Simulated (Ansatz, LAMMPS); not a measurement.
# Structural relaxation of amorphous poly(vinyl fluoride) (as short chains C22F10H36), from a frame at 300 K (136 atoms), part 3 of 3

Wanted: the relaxed structure of amorphous poly(vinyl fluoride) (as short chains C22F10H36), from a frame at 300 K (136 atoms) and its electronic structure.

Ansatz 0.2.0; Kohn-Sham DFT, PBE+D3(BJ), PAW (set soft_2), plane waves.

The cell: 44 C, 20 F and 72 H. The network of contacts between molecules at the start is that of the classical potential that made the cell. The density was typed from a rule of thumb and may lie off the real one at this temperature. Only the Γ point is sampled, in a cell whose shortest periodic width is 11 Å.

So far. Step 4 (Relaxation): The relaxation changed the energy by -55.6 meV/atom, and atoms moved by 0.57 Å r.m.s., 1.2 Å at most.

**6. Single point at the relaxed geometry**

The electronic structure is read at the final geometry, in a run of its own.

The input, input.yaml:

```yaml
crystal:
  lattice:
    - [10.78108, 0.0, 0.0]
    - [0.0, 10.78108, 0.0]
    - [0.0, 0.0, 10.78108]
  atoms:
    - { symbol: C, position: [0.4691, 0.3599, 0.24676] }
    - { symbol: C, position: [0.37622, 0.2769, 0.17988] }
    - { symbol: C, position: [0.24279, 0.32174, 0.1877] }
    - { symbol: F, position: [0.23595, 0.4405, 0.12886] }
    - { symbol: C, position: [0.18696, 0.33766, 0.31617] }
    - { symbol: C, position: [0.17037, 0.21748, 0.38778] }
    - { symbol: F, position: [0.28777, 0.17964, 0.435] }
    - { symbol: C, position: [0.08328, 0.22742, 0.49848] }
    - { symbol: C, position: [0.94793, 0.24864, 0.46521] }
    - { symbol: F, position: [0.88078, 0.25093, 0.57936] }
    - { symbol: C, position: [0.89191, 0.14875, 0.3837] }
    - { symbol: C, position: [0.76435, 0.18249, 0.33463] }
    - { symbol: F, position: [0.77883, 0.28292, 0.24971] }
    - { symbol: C, position: [0.69604, 0.07803, 0.26872] }
    - { symbol: C, position: [0.74377, 0.0432, 0.14072] }
    - { symbol: F, position: [0.87175, 0.01231, 0.14625] }
    - { symbol: C, position: [0.67455, 0.93179, 0.08839] }
    - { symbol: C, position: [0.68319, 0.91127, 0.9493] }
    - { symbol: F, position: [0.80672, 0.8801, 0.91445] }
    - { symbol: C, position: [0.64363, 0.02196, 0.87185] }
    - { symbol: C, position: [0.62168, 0.98786, 0.73701] }
    - { symbol: F, position: [0.50948, 0.9174, 0.7322] }
    - { symbol: C, position: [0.61562, 0.09366, 0.64423] }
    - { symbol: C, position: [0.50128, 0.17654, 0.64398] }
    - { symbol: F, position: [0.51944, 0.25817, 0.54157] }
    - { symbol: C, position: [0.48117, 0.25719, 0.75743] }
    - { symbol: C, position: [0.36836, 0.34075, 0.74578] }
    - { symbol: F, position: [0.2612, 0.2628, 0.74572] }
    - { symbol: C, position: [0.35054, 0.43478, 0.84966] }
    - { symbol: C, position: [0.46495, 0.50933, 0.88509] }
    - { symbol: F, position: [0.54689, 0.43093, 0.95434] }
    - { symbol: C, position: [0.43663, 0.62138, 0.96441] }
    [... 98 atom lines left out ...]
    - { symbol: H, position: [0.39141, 0.65463, 0.36794] }
    - { symbol: H, position: [0.54868, 0.67123, 0.32654] }
    - { symbol: H, position: [0.44355, 0.8189, 0.54347] }
    - { symbol: H, position: [0.44449, 0.89273, 0.26839] }
    - { symbol: H, position: [0.41975, 0.99688, 0.39506] }
    - { symbol: H, position: [0.31153, 0.87732, 0.36565] }
kpoints:
  mp_grid: { grid: [1, 1, 1] }
hamiltonian:
  xc: pbe
  dispersion: d3bj
scf:
  occupations: { method: fermi_dirac, width: 0.025 }
output:
  forces: true
  stress: true
  populations: true
  dos:
    method: { smearing: { sigma: 0.1 } }
    de: 0.1
    projected: { site_lists: { C: [C], F: [F], H: [H] } }
  eigenvalues: true
  write_density: true
  write_potential: true
  volumetric_format: npy
  elf: true
```

Started as:

```sh
$ ansatz run input.yaml --threads 4 --pin off --max-ram 8192MiB --backend cpu --events-out ev --progress --plain --runs-dir out
```

Numbers of over 12 decimals in the logs are rounded to 6 here.

The log of the run:

```text
[...]
Crystal: 136 atoms, lattice volume = 1253.103 Å³
Basis set: ecut = 420 eV, 24405 PW (Γ), exchange–correlation on 150×150×150 points (8 copies of the dense FFT grid, shifted against one another)
Bands: 330, of which v1, the nominal top of the filled ones, is band 194 counted from 1 (193 counted from 0)
Symmetry: 1 space group operations
[...]
k-points: 1
[...]
SCF iter   1: F=—  HF=-28364.859287 eV  |F-HF|=—  |Δ(HF+E_count)|=         —  Δρ=4.54e-3  dr2=3.17e-1  ethr=1.77e-3  ⟨swp⟩=6.0  Hψ=1468  notcnv=0  defer=18
[...]
SCF iter   9: F=-28364.805323 eV  HF=-28364.805323 eV  |F-HF|=1.17e-8  |Δ(HF+E_count)|=   8.05e-9  Δρ=2.23e-6  dr2=4.25e-8  ethr=2.58e-11  ⟨swp⟩=19.0  Hψ=2725  notcnv=0
SCF 1 converged in 9 iterations: F = -28364.805323 eV  dr2 = 4.25e-8
[...]
SCF converged after 9 iterations
Free energy (F): -28364.805323 eV
[...]
Internal energy: -28364.805323 eV  (E = F + TS)
E sigma→0 (E₀):  -28364.805323 eV
Fermi energy:    1.850097 eV
[...]
--- Forces (eV/Å), atoms counted from 1 ---
  atom   1  C      0.00122996    -0.00360665    -0.00310767
  atom   2  C      0.00151542     0.00440339     0.00400607
  atom   3  C     -0.00251578    -0.01490675     0.00363313
  atom   4  F     -0.00275295     0.00527274     0.00563161
  atom   5  C     -0.00000462     0.00840378    -0.00214297
  atom   6  C      0.00390323    -0.00570013    -0.00758260
  atom   7  F      0.00099200     0.00189267     0.00026796
  atom   8  C      0.00141580    -0.00169535     0.00432143
  atom   9  C      0.00186462     0.00553909    -0.00442585
  atom  10  F     -0.00147845    -0.00066507     0.00294164
  atom  11  C     -0.00197057    -0.00573582    -0.00612099
  atom  12  C      0.00121352     0.00781336     0.00429703
  atom  13  F     -0.00142172    -0.00167980     0.00087921
  atom  14  C      0.00448474     0.00049454     0.00307559
[...]
atom 135  H      0.00031022     0.00298848     0.00078687
  atom 136  H      0.00273394     0.00037232     0.00158905
  max |Σ_I F_I| component: 4.53e-4 eV/Å
--- Stress (GPa, compression-positive) ---
        0.147181       0.006523       0.066992
        0.006522       0.287072      -0.032060
        0.066992      -0.032061       0.471521
  P = ⅓ Tr σ = 0.3019 GPa (3.019 kbar)
--- Band table (eV) ---
[...]
--- Löwdin populations: 136 sites ---
  site symbol       q [e]
     0      C      4.4589
     1      C      4.2714
     2      C      3.7974
[...]
135      H      0.7912
  spilling = 0.010471 (of n_electrons = 388.000000)
```

It took 7 s on 4 threads of Intel Xeon 6975P-C (Granite Rapids), shared host; peak memory 1.6 GiB.

Read from the output:

```yaml
free_energy: -28364.8053 eV
free_energy_per_atom: -208.5647 eV/atom
scf_cycles: 9
pressure: 0.3019 GPa
r_m_s_force_component: 0.00411 eV/Å
longest_force: 0.04374 eV/Å
fermi_energy: 1.85 eV
spacing_of_highest_filled_and_lowest_empty_level: 6.364 eV
spilling_of_the_projection: 0.01047
```

Löwdin charges by element (they lack the spilled electrons, 0.030 e an atom on average):

| element | coordination | atoms | mean charge (e) | spread | least | most |
| --- | --- | --- | --- | --- | --- | --- |
| C | all | 44 | -0.0797 | 0.267 | -0.461 | 0.216 |
| F | all | 20 | -0.313 | 0.0056 | -0.322 | -0.304 |
| H | all | 72 | 0.192 | 0.0114 | 0.165 | 0.214 |

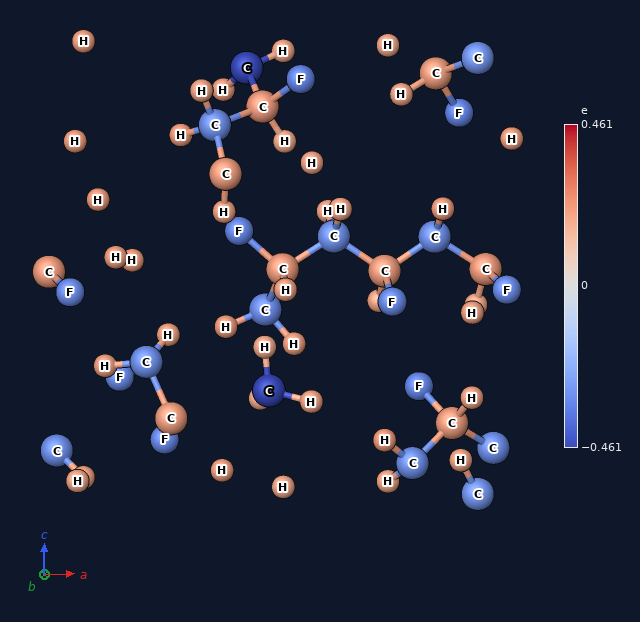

Atoms coloured by Löwdin charge. Drawn is a slice 4 Å thick, seen along the normal of the ac plane. Bonds to atoms that aren't drawn are left out.

Density of states as counts of states in windows of 1 eV (from the Fermi level), total and the larger projections:

| from (eV) | to (eV) | total | C p | F p | H s |
| --- | --- | --- | --- | --- | --- |
| -10 | -9 | 12.3 | 5.9 | 3.7 | 1.7 |
| -9 | -8 | 38.1 | 19.7 | 12.4 | 4.2 |
| -8 | -7 | 34.1 | 16.5 | 12.5 | 3.7 |
| -7 | -6 | 39.7 | 16.6 | 15.5 | 6.4 |
| -6 | -5 | 47.0 | 19.5 | 15.6 | 11.0 |
| -5 | -4 | 49.2 | 16.3 | 23.9 | 8.0 |
| -4 | -3 | 40.9 | 17.5 | 16.0 | 6.7 |
| -3 | 3 | 0.0 | 0.0 | 0.0 | 0.0 |
| 3 | 4 | 13.4 | 3.5 | 0.5 | 4.6 |
| 4 | 5 | 30.0 | 10.1 | 2.0 | 7.6 |

Between -26 and -10 eV lie 121 more states.

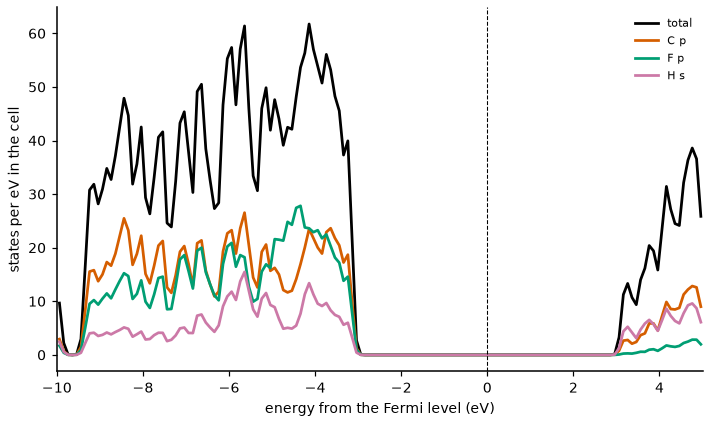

Total and projected density of states, with the broadening of the input.

The levels nearest the highest filled one (over half full), pooled over k-points and spins:

| level less the highest filled one (eV) | occupation |
| --- | --- |
| -0.243 | 2 |
| -0.190 | 2 |
| -0.104 | 2 |
| -0.0448 | 2 |
| -0.0363 | 2 |
| 0 | 2 |
| 6.36 | 0 |
| 6.51 | 0 |
| 6.72 | 0 |
| 6.85 | 0 |
| 6.97 | 0 |
| 7.03 | 0 |

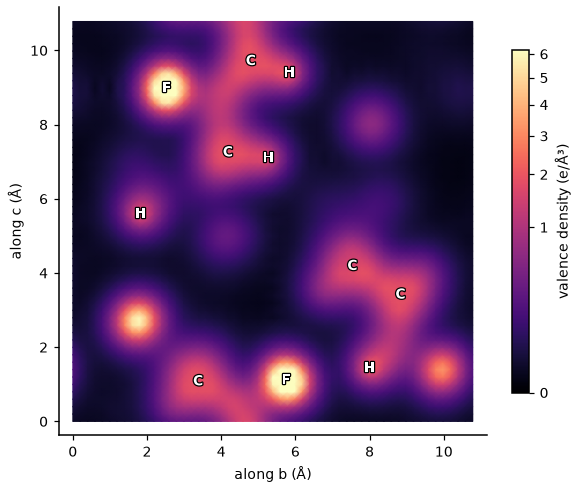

Valence density in the bc plane at fractional x = 0.187, with atoms of C and H and F within 0.2 Å of it. It is the smooth field of the valence electrons, not physical close to the nuclei. The map starts off the cell's origin, so that atoms lie inside it. The colour scale is stretched toward low values.

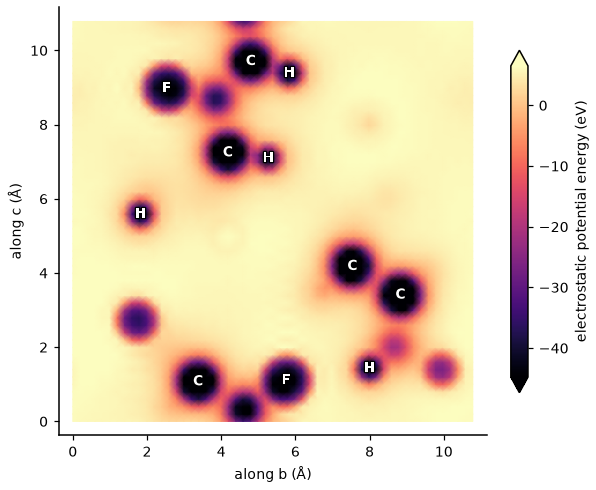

Electrostatic potential energy in the bc plane at fractional x = 0.187, with atoms of C and H and F within 0.2 Å of it. With pseudopotentials it is smooth inside the atoms' cores, unlike the true potential. The map starts off the cell's origin, so that atoms lie inside it.

Mean Löwdin charges: C -0.08, F -0.31, H +0.19 e (they miss 1.0 % of the electrons, so they add up to more than the cell's charge).

A closer look about F10, one of the 20 F atoms: 13 atoms, nearest first, numbered in the order of the input, with positions taken from that point.

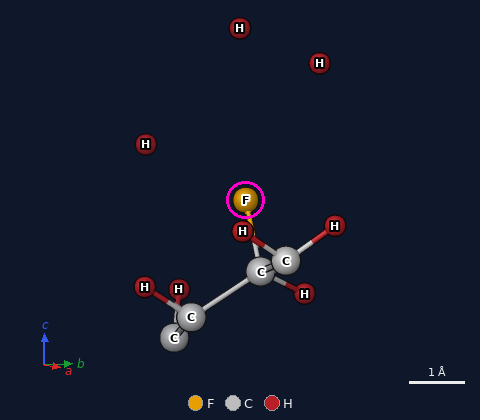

The atoms of the table, within 3.2 Å (arrows a, b, c point along x, y, z); some may hide others; the central atom is ringed.

| atom | x | y | z | distance (Å) | bonds | Löwdin charge (e) |
| --- | --- | --- | --- | --- | --- | --- |
| F10 | 0.00 | 0.00 | 0.00 | 0.00 | 1 | -0.32 |
| C9 | 0.72 | -0.02 | -1.23 | 1.43 | 4 | 0.21 |
| H44 | 0.57 | 0.97 | -1.67 | 2.01 | 1 | 0.20 |
| C8 | 2.18 | -0.25 | -0.87 | 2.36 | 4 | -0.28 |
| C11 | 0.12 | -1.10 | -2.11 | 2.38 | 4 | -0.30 |
| H58 | -1.96 | -1.07 | 0.83 | 2.39 | 1 | 0.21 |
| H45 | 0.06 | -2.04 | -1.54 | 2.56 | 1 | 0.19 |
| H43 | 2.25 | -1.19 | -0.31 | 2.57 | 1 | 0.18 |
| H42 | 2.52 | 0.56 | -0.21 | 2.59 | 1 | 0.21 |
| H47 | -1.89 | -0.34 | -1.83 | 2.65 | 1 | 0.20 |
| C12 | -1.26 | -0.74 | -2.64 | 3.01 | 4 | 0.20 |
| H101 | 1.52 | 0.65 | 2.65 | 3.13 | 1 | 0.20 |
| H103 | 0.10 | -0.27 | 3.16 | 3.18 | 1 | 0.17 |

The column of bonds counts only the pairs H-C within 1.34 Å, C-C within 1.85 Å, C-F within 1.62 Å; other neighbours, such as metal atoms beside each other in a compound, aren't counted, and periodic images can show an atom twice.

**7. Changed: scf.n_extra_bands = 1**

Changed here: scf.n_extra_bands = 1.

The input, input.yaml:

```yaml
crystal:
  lattice:
    - [10.78108, 0.0, 0.0]
    - [0.0, 10.78108, 0.0]
    - [0.0, 0.0, 10.78108]
  atoms:
    [... the 136 atom lines of step 3 ...]
kpoints:
  mp_grid: { grid: [1, 1, 1] }
hamiltonian:
  xc: pbe
  dispersion: d3bj
scf:
  occupations: { method: fermi_dirac, width: 0.025 }
  n_extra_bands: 1
output:
  forces: true
  stress: true
  populations: intrinsic
  dos:
    method: { smearing: { sigma: 0.15 } }
    de: 0.1
    projected: { site_lists: { C: [C], F: [F], H: [H] } }
  eigenvalues: true
```

The log of the run:

```text
[...]
Crystal: 136 atoms, lattice volume = 1253.103 Å³
Basis set: ecut = 420 eV, 24405 PW (Γ), exchange–correlation on 150×150×150 points (8 copies of the dense FFT grid, shifted against one another)
Bands: 195, of which v1, the nominal top of the filled ones, is band 194 counted from 1 (193 counted from 0)
Symmetry: 1 space group operations
[...]
k-points: 1
[...]
SCF iter   1: F=—  HF=-28357.354023 eV  |F-HF|=—  |Δ(HF+E_count)|=         —  Δρ=5.03e-3  dr2=4.00e-1  ethr=1.77e-3  ⟨swp⟩=8.0  Hψ=1195  notcnv=0
[...]
SCF iter  10: F=-28357.244401 eV  HF=-28357.244401 eV  |F-HF|=1.90e-9  |Δ(HF+E_count)|=   1.16e-8  Δρ=1.61e-6  dr2=5.74e-8  ethr=2.58e-11  ⟨swp⟩=3.0  Hψ=833  notcnv=0
SCF 1 converged in 10 iterations: F = -28357.244401 eV  dr2 = 5.74e-8
[...]
SCF converged after 10 iterations
Free energy (F): -28357.244401 eV
[...]
Internal energy: -28357.244401 eV  (E = F + TS)
E sigma→0 (E₀):  -28357.244401 eV
Fermi energy:    2.129536 eV
[...]
--- Forces (eV/Å), atoms counted from 1 ---
  atom   1  C      0.93179179    -1.13616360    -0.29607398
  atom   2  C      1.01875787    -0.11608441     1.09548391
  atom   3  C      1.30556430    -0.90469740     1.75907718
  atom   4  F      0.28219488     2.28260382    -2.12056818
  atom   5  C     -0.20190458     0.06548658    -0.05888051
  atom   6  C     -3.06132590     1.60034914     1.10180272
  atom   7  F      3.04124083    -2.10794656     1.37515266
  atom   8  C      0.05265913     0.26125289    -0.84540657
  atom   9  C      3.20369953    -2.51489936    -3.06630392
  atom  10  F     -2.56555796     0.46925646     4.09736298
  atom  11  C      0.44672659     0.97005094     0.24768269
  atom  12  C      0.87760674    -1.04418290     2.58186339
  atom  13  F     -0.09309577     1.08127518    -0.50303905
  atom  14  C      0.84818891    -1.14821324    -0.43291733
[...]
atom 135  H     -0.73735980     0.19495822     0.62280647
  atom 136  H     -0.74700989     0.28293219     0.22417996
  max |Σ_I F_I| component: 1.19e-4 eV/Å
--- Stress (GPa, compression-positive) ---
        4.935404       0.485526       0.269827
        0.485525       6.425472      -1.561924
        0.269827      -1.561925       5.234614
  P = ⅓ Tr σ = 5.5318 GPa (55.318 kbar)
--- Band table (eV) ---
[...]
--- intrinsic populations: 136 sites ---
  site symbol       q [e]
     0      C      4.5133
     1      C      4.3342
     2      C      3.8524
[...]
135      H      0.8143
  spilling = 0.000000 (of n_electrons = 388.000000)
```

The job ended after 5.5 s (4 threads; peak memory 1.3 GiB).

Geometry and reference: those of the single point at the start.

Forces differ from those of the single point at the start by 0.019 meV/Å r.m.s., 0.0018 % of their size. It took 0.79 times the reference's time (shared host, so rough).

**8. Results**

```json
{
  "energy change in the relaxation": "-55.59 meV/atom",
  "r.m.s. displacement": "0.574 Å",
  "largest displacement": "1.164 Å",
  "free energy per atom": "-208.5647 eV/atom",
  "pressure": "0.3019 GPa",
  "r.m.s. force component": "0.00411 eV/Å",
  "gap (highest filled to lowest empty level)": "6.364 eV",
  "wall time of the 4 DFT runs": "78 s"
}
```

What this shows: Relaxation lowers the energy by 55.6 meV/atom and moves atoms by 0.57 Å r.m.s.; the r.m.s. force component goes from 1.0 to 0.0041 eV/Å, the pressure goes from 5.5 to 0.30 GPa, and the gap from 5.91 to 6.36 eV. By the final cutoffs no bond was broken or made. From the first step to the last the energy fell by 7.561 eV, and the largest move was 1.16 Å (F25). The C-F bonds change most in mean length: from 1.362 Å (spread 0.030) to 1.427 Å (spread 0.005). With the cutoffs above, all C atoms have 4, all F atoms have 1 and all H atoms have 1 bonded neighbour. The highest filled and lowest empty levels differ by 6.36 eV (at Γ alone); a semilocal functional tends to put such gaps too low. In a disordered cell it changes from sample to sample, and tail or defect levels can set it.

**Limits.** The network of contacts between molecules at the start is that of the classical potential that made the cell; in DFT atoms moved by 0.57 Å r.m.s.

[Logs are printed without paths, hosts, clocks, repeated set-up lines and the standing remarks that a program may print on its own settings, such as how far it seeks lower states.]

[Hosts, paths, dates, database ids (printed as entryN), source tags and the programs' standing remarks are cut or masked in the printed files.]
